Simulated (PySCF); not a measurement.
Molecule: SMILES C=C[Si](N)(O)OC (C₃H₉NO₂Si). Atoms near the plane z = 0.8 Å, at the GFN2-xTB optimised geometry (x, y, z in Å): C2 (-0.6, -1.1, 1.5), Si3 (0.1, -0.2, 0.0), N4 (-0.6, 1.3, 0.0), O5 (1.7, -0.2, 0.0), H9 (-2.6, -0.4, 1.4), H11 (-0.5, 1.9, 0.8).

Calculation: PBE0/def2-TZVP (PySCF 2.14.0). The values are rescaled to run from 0 to 1.

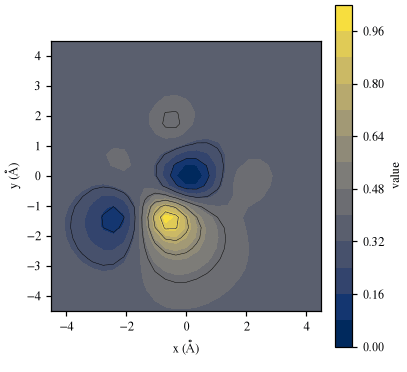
Figure: a field on the plane z = 0.8 Å.

Q: Which quantity is mapped?
(A) log10 of the electron density
(B) electron localisation function
(C) an orbital amplitude
(D) deformation density (molecule minus spherical neutral atoms)

A: C, an orbital amplitude. In full: LUMO amplitude (bohr^(-3/2)).
